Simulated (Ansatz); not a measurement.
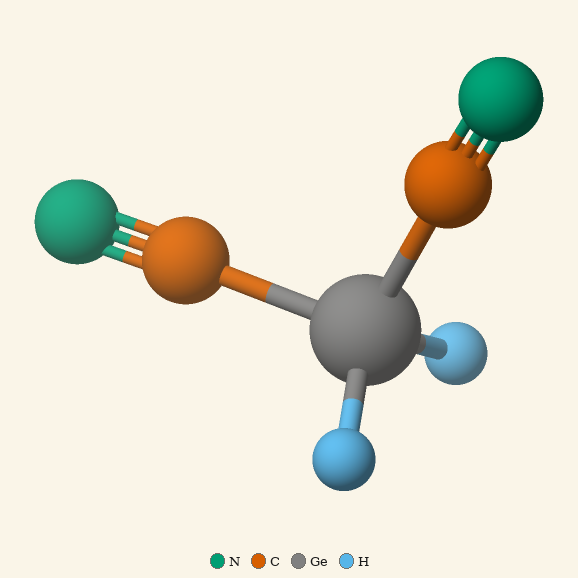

Ball-and-stick drawing of a structure. Double and triple bonds are drawn as two and three sticks.

The computed structure is the end point of a PBE0-D4/def2-TZVP optimisation.

Describe the molecule.

Formula C2H2GeN2. Its SMILES string is `N#[C][GeH2][C]#N`. Among its groups: nitrile. This geometry has C2v symmetry. Coordination: 2 C linear; 1 Ge tetrahedral.

More results for the same structure follow; atom numbers are the same in all pictures, views and colours differ.

### Shape

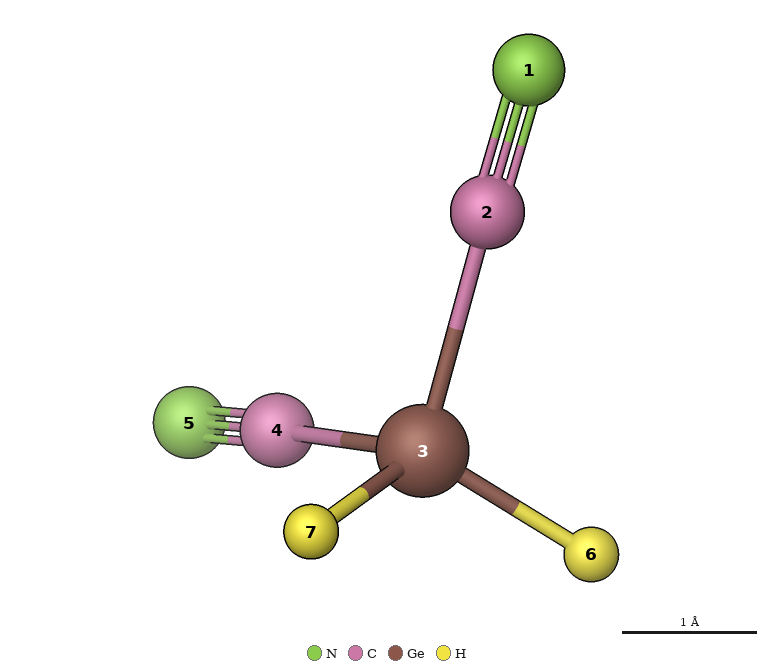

Atoms carry their numbers in the input.

List the bonds and their lengths.

```json
{"bond": "N1–C2", "length (Å)": "1.151"}
{"bond": "C2–Ge3", "length (Å)": "1.914"}
{"bond": "Ge3–C4", "length (Å)": "1.914"}
{"bond": "Ge3–H6", "length (Å)": "1.523"}
{"bond": "Ge3–H7", "length (Å)": "1.523"}
{"bond": "C4–N5", "length (Å)": "1.151"}
```

### Vibrations

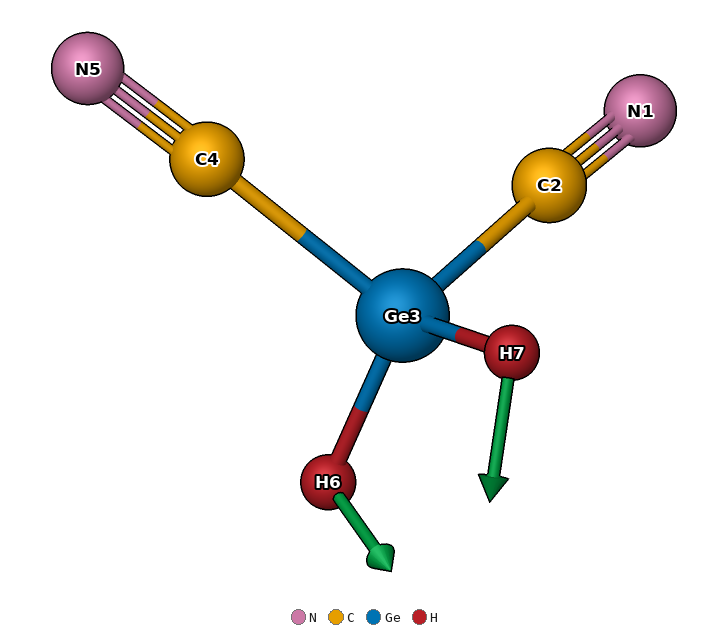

The arrows show one normal mode. Harmonic vibrations computed with RKS PBE0-D4/def2-TZVP (Ansatz 0.2.0) at a stationary point of the same level.

Question: Describe the motion.

Answer: Mostly H–Ge–H bending.

Question: At what wavenumber does it lie?

Answer: 856 cm⁻¹; it is mode 11 of 15 counted from the lowest.

### Electronic properties

Level of theory: RKS r2SCAN-D4/def2-TZVPP (Ansatz 0.2.0).

Computed properties:

- dipole moment: 4.12 D
- HOMO energy (Kohn–Sham orbital): −9.19 eV
- LUMO energy (Kohn–Sham orbital): −2.05 eV
- HOMO–LUMO gap: 7.14 eV
- dispersion correction: −3.5 kJ/mol

### Thermal motion

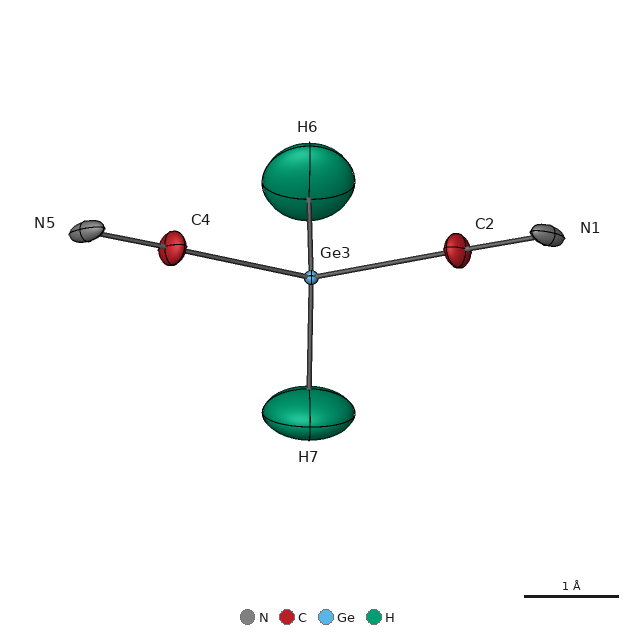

Displacement ellipsoids at the 50 % level, enlarged 2 times, from the internal vibrations of the free molecule (harmonic, no overall translation or rotation; no half-axis is drawn under 0.075 Å). Vibrations computed with RKS PBE0-D4/def2-TZVP (Ansatz 0.2.0). Temperature: 0 K (zero-point motion alone).

Question: Which atom has the largest mean-square displacement?

Answer: H6, H7, with U_eq = 0.0206 Å².

Question: Does H7 move more along its bond or across it?

Answer: Across it: the root-mean-square amplitude is 0.087 Å along the bond and up to 0.170 Å across, since bending and torsion are softer than stretching.

List U_eq and the three principal root-mean-square amplitudes for each kind of atom.

```csv
atom,U_eq (Å²),rms amplitudes (Å)
"N1, N5",0.0029,"0.036, 0.036, 0.078"
"C2, C4",0.0029,"0.037, 0.060, 0.061"
Ge3,0.00024,"0.006, 0.012, 0.023"
"H6, H7",0.0206,"0.087, 0.159, 0.170"
```

### Charges

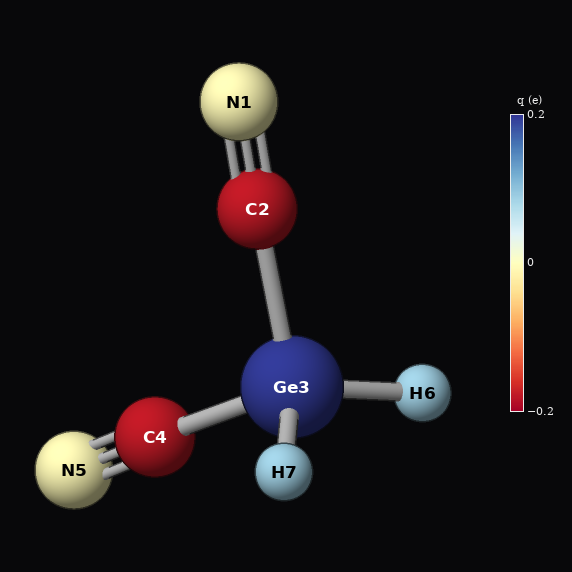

Atoms are coloured by their Mulliken charges. Properties computed with RKS PBE0-D4/def2-TZVP (Ansatz 0.2.0).

Question: Which atom carries the highest charge (most positive or least negative)?

Answer: Ge3 (0.20 e).

Question: And the lowest?

Answer: C2, C4 (−0.18 e).

Give the Mulliken charges atom by atom.

```tsv
atom	value (e)
N1	−0.01
C2	−0.18
Ge3	0.20
C4	−0.18
N5	−0.01
H6	0.09
H7	0.09
```

Mulliken values depend strongly on the basis set and can even reverse the polarity of a bond.
